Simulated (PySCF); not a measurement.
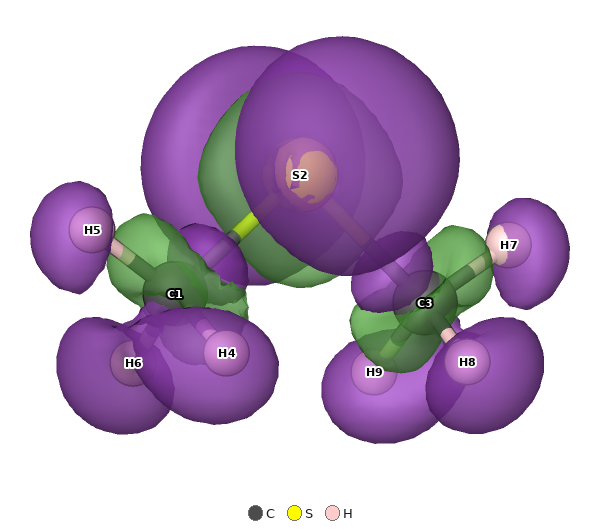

C₂H₆S, SMILES `CSC`. Fukui function f⁻ = ρ(N) − ρ(N−1) at fixed geometry, surfaces at ±0.02 e/Å³ (purple positive, green negative).

Method: PBE0/def2-TZVP; geometry: GFN2-xTB; program: PySCF. No frequency check shows the geometry to be a minimum. GFN2-xTB bond lengths at metals and heavier atoms can be off by up to 0.1 Å and shapes distorted, which carries into these values.

Input script:

```python
import numpy as np
from pyscf import gto, scf, dft
from pyscf.scf import atom_ks, atom_hf
from scipy.linalg import block_diag

def solve(mol, dm0=None, hcore=None):
    mf = (dft.UKS if mol.spin else dft.RKS)(mol, xc='pbe0')
    mf.grids.level = 3
    mf = mf.density_fit(auxbasis='def2-universal-jkfit')
    mf.conv_tol, mf.max_cycle = 1e-8, 80
    if hcore is not None:
        mf.get_hcore = lambda *args: hcore
    mf.kernel(dm0)
    if not mf.converged:
        mf = mf.newton().run(mf.mo_coeff, mf.mo_occ, max_cycle=30)
    assert mf.converged, 'SCF not converged'
    return mf

mol = gto.M(atom='''
C      1.37672     0.51795     0.00050
S     -0.00006    -0.66410     0.00001
C     -1.37664     0.51802    -0.00052
H      1.32677     1.13405     0.89420
H      2.29238    -0.06334    -0.00217
H      1.32754     1.13392    -0.89324
H     -2.29233    -0.06323     0.00216
H     -1.32723     1.13423     0.89321
H     -1.32667     1.13410    -0.89423
''', basis='def2-tzvp', charge=0, spin=0, verbose=4)
mf = solve(mol)
out = dict(e0=mf.e_tot, dm0=mf.make_rdm1(), c=mf.mo_coeff, occ=mf.mo_occ, eps=mf.mo_energy)
for name, dq, spin in [('cation', 1, 1)]:
    ion = mol.copy().set(charge=mol.charge + dq, spin=spin).build()
    mi = solve(ion)
    if spin and dq > 0 and mol.nao < 130:
        c, _, stable, _ = mi.stability(return_status=True)
        if not stable:
            mi = solve(ion, mi.make_rdm1(c, mi.mo_occ))
    print(name, 'vertical energy change / eV', (mi.e_tot - mf.e_tot) * 27.211386)
    out.update({'e_' + name: mi.e_tot, 'dm_' + name: mi.make_rdm1(), 's2_' + name: mi.spin_square()[0], 'eps_' + name: mi.mo_energy, 'occ_' + name: mi.mo_occ})
# spherically averaged free atoms, for the promolecule
atm = atom_ks.get_atm_nrks(mol, xc='pbe0')
pro = block_diag(*[(atm[a[0]][2] * atm[a[0]][3]) @ atm[a[0]][2].T for a in mol._atom])
np.savez('result.npz', pro=pro, **out)
```

Command:

```sh
OMP_NUM_THREADS=1 python input.py
```

The run took 17 s on 1 thread of Intel(R) Xeon(R) 6975P-C (Granite Rapids), on a shared host, peak memory 0.55 GiB.

Partitions, critical points and surface values were worked out afterwards from this run's density.

Q: On which atoms does the density change most on removal of an electron?

A: f⁻ (Hirshfeld-condensed) is largest on S2 (0.54); the vertical ionisation energy is 8.54 eV (the stability of the cation's solution wasn't checked). Condensed values hint at sites of electrophilic attack but needn't mark the atom that reacts. Orbital relaxation makes it negative in places (0.18 e in all).

| atom | f⁻ | charge |
| --- | --- | --- |
| C1 | +0.07 | −0.13 |
| S2 | +0.54 | −0.03 |
| C3 | +0.07 | −0.13 |
| H4 | +0.06 | +0.04 |
| H5 | +0.05 | +0.05 |
| H6 | +0.06 | +0.04 |
| H7 | +0.05 | +0.05 |
| H8 | +0.06 | +0.04 |
| H9 | +0.06 | +0.04 |
